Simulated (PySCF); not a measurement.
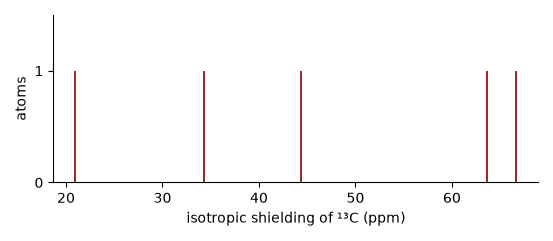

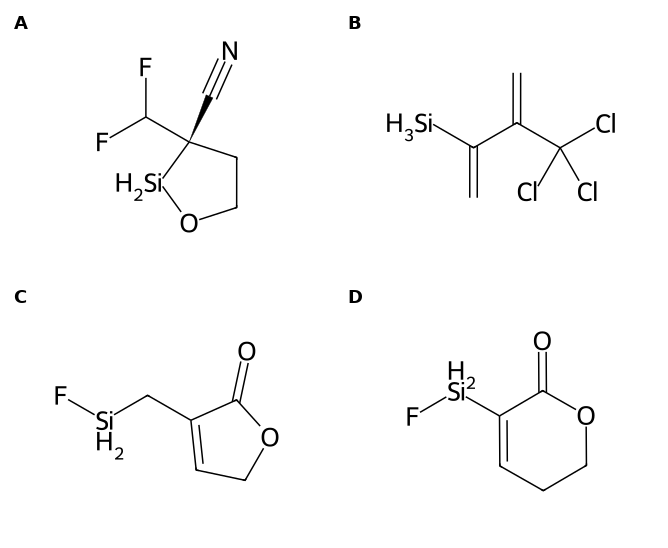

The sticks are computed shieldings of one of the molecules, for one fixed geometry (GFN2-xTB) without averaging over rotations. Low shielding means a high chemical shift. Method: GIAO PBE0/pcSseg-1 NMR shielding, non-relativistic, gas phase (PySCF 2.14.0).

Match the spectrum to a structure.

Answer. B, `C=C([SiH3])C(=C)C(Cl)(Cl)Cl`. Its 5 C atoms give lines at 21.0, 34.3, 44.3, 63.6, 66.7 ppm.

The geometry is semi-empirical. Around Si such bond lengths and angles can be off by a tenth of an ångström or more and by several degrees, and values that hang on the shape move with them.
